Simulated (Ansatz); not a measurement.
# CH4N2OSi: trial inputs and their diagnosis

Aim: try 4 inputs for CH4N2OSi as typed, read how each ends, and find what has to change.

The runs use Ansatz 0.2.0, Gaussian basis; the settings change from run to run.

## (1) The geometry

The geometry comes from an earlier relaxation with PBE0-D4 in a triple-zeta def2 set; it is a stationary point, not always the lowest conformer.

9 atoms, charge 0, spin multiplicity 1.

Atoms are counted from 1 here; the program's logs count them from 0.

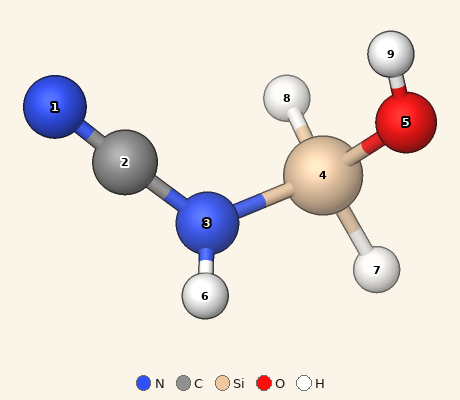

The structure; nitrogen blue, carbon grey, silicon light orange, oxygen red, hydrogen white; atoms are numbered from 1 in the order of the file.

Geometry (Å):

| atom | x (Å) | y (Å) | z (Å) |
| --- | --- | --- | --- |
| N1 | 2.5748 | -0.4662 | 1.1364 |
| C2 | 1.7863 | -0.2525 | 0.3193 |
| N3 | 0.8434 | -0.0281 | -0.5927 |
| Si4 | -0.8665 | -0.2325 | -0.2727 |
| O5 | -1.5665 | 1.0483 | 0.4608 |
| H6 | 1.1625 | 0.4591 | -1.4180 |
| H7 | -1.4963 | -0.3286 | -1.6022 |
| H8 | -0.9535 | -1.4501 | 0.5610 |
| H9 | -1.3958 | 1.2042 | 1.3911 |

## (2) Attempt 1

in.yaml reads:

```yaml
crystal:
  periodic: [false, false, false]
  atoms:
    - {symbol: N, position_ang: [2.554859, -0.482850, 1.195077]}
    - {symbol: C, position_ang: [1.782331, -0.231938, 0.322468]}
    - {symbol: N, position_ang: [0.872442, -0.010910, -0.598823]}
    - {symbol: Si, position_ang: [-0.875480, -0.211024, -0.203759]}
    - {symbol: O, position_ang: [-1.585947, 1.097328, 0.484837]}
    - {symbol: H, position_ang: [1.140528, 0.400076, -1.483977]}
    - {symbol: H, position_ang: [-1.492634, -0.351879, -1.581999]}
    - {symbol: H, position_ang: [-0.981805, -1.464026, 0.505298]}
    - {symbol: H, position_ang: [-1.362364, 1.201222, 1.445911]}
basis:
  gaussian: {orbitals: aug-cc-pVTZ, nuclear_model: gaussian}
hamiltonian: {xc: {name: wB97X-V}}
accuracy: high
output: {forces: true}
```

Launch:

```bash
$ ansatz run in.yaml --threads 2 --pin off --events-out ev --progress --plain --max-ram 4352MiB
```

Standard output:

```text
Functional definition: wB97X-V
  name "wB97X-V"
  cite "Mardirossian & Head-Gordon, Phys. Chem. Chem. Phys. 16, 9904 (2014) doi:10.1039/C3CP54374A"
  cite "Becke, J. Chem. Phys. 107, 8554 (1997) doi:10.1063/1.475007"
  cite "Vydrov & Van Voorhis, J. Chem. Phys. 133, 244103 (2010) doi:10.1063/1.3521275"
  parameter omega = 0.3/bohr
  parameter cx = 0.167
  parameter cx1 = 0.603
  parameter cx2 = 1.194
  parameter css0 = 0.556
  parameter css1 = -0.257
  parameter cos0 = 1.219
  parameter cos1 = -1.850
  parameter b = 6.0
  parameter c = 0.01
  exchange = spin_sum(e_x_unif_sr(omega)*poly(b97_u_x, 1 - cx, cx1, cx2)) + cx*exact_x_sr(omega) + exact_x_lr(omega)
  correlation = spin_sum(e_c_pw_same_spin*poly(b97_u_same, css0, css1))
      + integral(e_c_pw_opposite_spin*poly(b97_u_opposite, cos0, cos1)) + vv10(b, c)
4956 factors; integrals over basis functions are off by at most 3.6e-9 eV
Error: with its integrals the run needs 4.65 GiB of memory, and 4.25 GiB are given
refused for memory
```

Run time: 12 s. Hardware: 2 threads of AMD EPYC 9R45, shared host; peak memory 2.4 GiB.

Diagnosis: The program refused the input before any cycle. Its message: «with its integrals the run needs 4.65 GiB of memory, and 4.25 GiB are given» The job doesn't fit into the memory allowed. It asks for 4.65 GiB, and 4.25 GiB are there. What to do: raise the memory limit. Its coordinates are also moved off the relaxed structure.

## (3) Attempt 2

in.yaml reads:

```yaml
crystal:
  periodic: [false, false, false]
  atoms:
    - {symbol: N, position_ang: [2.574841, -0.466190, 1.136426]}
    - {symbol: C, position_ang: [1.786266, -0.252461, 0.319301]}
    - {symbol: N, position_ang: [0.843425, -0.028149, -0.592673]}
    - {symbol: Si, position_ang: [-0.866450, -0.232464, -0.272711]}
    - {symbol: O, position_ang: [-1.566515, 1.048332, 0.460758]}
    - {symbol: H, position_ang: [1.162524, 0.459126, -1.418020]}
    - {symbol: H, position_ang: [-1.496332, -0.328581, -1.602162]}
    - {symbol: H, position_ang: [-0.953478, -1.450139, 0.560971]}
    - {symbol: H, position_ang: [-1.395783, 1.204225, 1.391108]}
basis:
  gaussian: {orbitals: def2-TZVPPP, nuclear_model: gaussian}
hamiltonian: {xc: {name: wPBEh}}
scf: {lower_state_search: off}
output: {forces: true}
```

The command is unchanged.

Standard output:

```text
Error: <dir> can't be read: No such file or directory (os error 2)
```

Run time: 0.05 s. Hardware: 2 threads of AMD EPYC 9R45, shared host.

Diagnosis: The program refused the input before any cycle. The line that matters: «<dir> can't be read: No such file or directory (os error 2)» No basis of that name is known. What to do: name a listed orbital basis.

## (4) Attempt 3

in.yaml reads:

```yaml
crystal:
  periodic: [false, false, false]
  atoms:
    - {symbol: N, position_ang: [5.664649, -1.025618, 2.500138]}
    - {symbol: C, position_ang: [3.929784, -0.555415, 0.702462]}
    - {symbol: N, position_ang: [1.855535, -0.061928, -1.303880]}
    - {symbol: Si, position_ang: [-1.906191, -0.511421, -0.599964]}
    - {symbol: O, position_ang: [-3.446333, 2.306331, 1.013669]}
    - {symbol: H, position_ang: [2.557553, 1.010078, -3.119643]}
    - {symbol: H, position_ang: [-3.291930, -0.722878, -3.524756]}
    - {symbol: H, position_ang: [-2.097652, -3.190305, 1.234136]}
    - {symbol: H, position_ang: [-3.070722, 2.649294, 3.060437]}
basis:
  gaussian: {orbitals: def2-SVP}
magnetization: {spin_polarized: true, initial_magnetization: 2}
hamiltonian: {xc: {name: B2GP-PLYP}}
```

The command is unchanged.

Standard output (excerpt; [...] marks lines left out):

```text
Functional definition: B2GP-PLYP
  name "B2GP-PLYP"
  cite "Karton, Tarnopolsky, Lamère, Schatz & Martin, J. Phys. Chem. A 112, 12868 (2008) doi:10.1021/jp801805p"
  cite "Becke, Phys. Rev. A 38, 3098 (1988) doi:10.1103/PhysRevA.38.3098"
  cite "Lee, Yang & Parr, Phys. Rev. B 37, 785 (1988) doi:10.1103/PhysRevB.37.785"
[...]
943 factors; integrals over basis functions are off by at most 9.6e-4 eV
[...]
mean field -13949.71986602 eV, -512.6427496163 hartree, gradient 1.2e-9 eV, S^2 8.504605; 23 other end points of the search recorded, 0 dependent functions left out
9 core orbitals not correlated: weight in the atoms' cores, before any rotation towards them, 1.000 or more for the frozen orbitals, at most 0.000 for the correlated occupied ones
reference -13949.72009727 eV, -512.6427581149 hartree; 15, 13 occupied and 70, 72 virtual orbitals, 943 factors
second order -10.91492335 eV of doubles, -0.00000000 eV of singles
Total energy: -13953.64946968 eV, -512.7871598874 hartree
```

It took 60 s on 2 threads of AMD EPYC 9R45, shared host; peak memory 0.34 GiB.

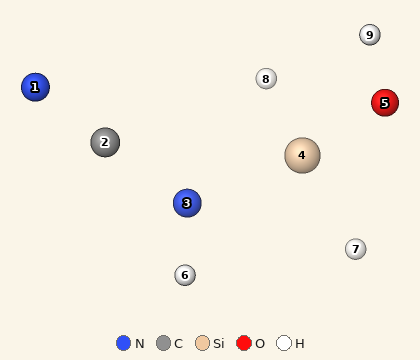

The geometry of this input.

Diagnosis: It ended without an error, which proves nothing about the input. The geometry is stretched to more than twice its size. The shortest distance is 2.11 Å (O5–H9), against 0.96 Å in the relaxed molecule. It also asks for charge 0 and multiplicity 3, another species or state than the molecule above. Its energy is no property of the relaxed molecule. To mend it, use the relaxed coordinates, and set charge and spin to those of the species named.

## (5) Attempt 4

in.yaml reads:

```yaml
crystal:
  periodic: [false, false, false]
  atoms:
    - {symbol: N, position_ang: [2.574841, -0.466190, 1.136426]}
    - {symbol: C, position_ang: [1.786266, -0.252461, 0.319301]}
    - {symbol: N, position_ang: [0.843425, -0.028149, -0.592673]}
    - {symbol: Si, position_ang: [-0.866450, -0.232464, -0.272711]}
    - {symbol: O, position_ang: [-1.566515, 1.048332, 0.460758]}
    - {symbol: H, position_ang: [-1.196332, -0.328581, -1.552162]}
    - {symbol: H, position_ang: [-1.496332, -0.328581, -1.602162]}
    - {symbol: H, position_ang: [-0.953478, -1.450139, 0.560971]}
    - {symbol: H, position_ang: [-1.395783, 1.204225, 1.391108]}
basis:
  gaussian: {orbitals: aug-cc-pVTZ, fitting: {mean_field: def2-universal-jkfit}}
hamiltonian: {xc: {name: HF}}
scf: {lower_state_search: off}
```

Launched as before.

Standard output:

```text
Functional definition: HF
  name "HF"
  cite "Fock, Z. Phys. 61, 126 (1930) doi:10.1007/BF01340294"
  parent pbe
  exchange = exact_x
  correlation = 0
these checks for a lower state are left out or cut short: stability, starts, cluster_reference, orbital_swaps, neighbouring_geometries, increment
506 factors; integrals over basis functions are off by at most 1.1e0 eV
mean field evaluation 1: about -13935.2011 eV, gradient 5.6e1 eV
mean field evaluation 2: about -13940.0699 eV, gradient 3.4e1 eV
mean field evaluation 4: about -13942.2225 eV, gradient 2.9e0 eV
mean field evaluation 8: about -13942.2412 eV, gradient 2.0e-6 eV
mean field -13942.24123968 eV, -512.3679151677 hartree, gradient 2.0e-6 eV, S^2 0.000000; 0 other end points of the search recorded, 1 dependent functions left out
reference -13942.24123968 eV, -512.3679151677 hartree; 23, 23 occupied and 302, 302 virtual orbitals, 506 factors
Total energy: -13942.24123968 eV, -512.3679151677 hartree
Checks for a lower state left out: stability, starts, cluster_reference, orbital_swaps, neighbouring_geometries, increment
```

It took 0.9 s on 2 threads of AMD EPYC 9R45, shared host; peak memory 0.49 GiB.

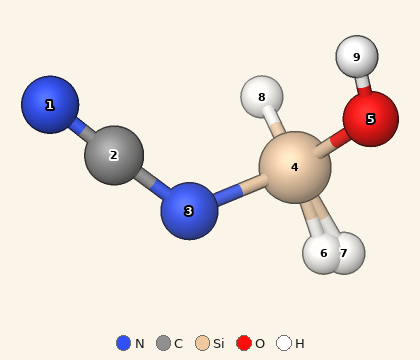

The geometry of this input.

Diagnosis: It ended without an error, which proves nothing about the input. One atom was put on top of another. The shortest distance is 0.30 Å (H6–H7), against 0.96 Å in the relaxed molecule. Its energy is no property of the relaxed molecule. Cure: restore the atom's position.

## (6) Summary

| attempt | level | ended | cause | time |
| --- | --- | --- | --- | --- |
| 1 | wB97X-V/aug-cc-pVTZ | refused | the job doesn't fit into the memory allowed | 12 s |
| 2 | wPBEh/def2-TZVPPP | refused | no basis of that name is known | 0.05 s |
| 3 | B2GP-PLYP/def2-SVP | converged | the geometry is stretched to more than twice its size | 60 s |
| 4 | HF/aug-cc-pVTZ | converged | one atom was put on top of another | 0.9 s |

**Reading.** 2 refused, 2 converged. The dangerous case is the input that converges on a wrong geometry, charge, spin, basis or grid: often only a look at the input shows it.
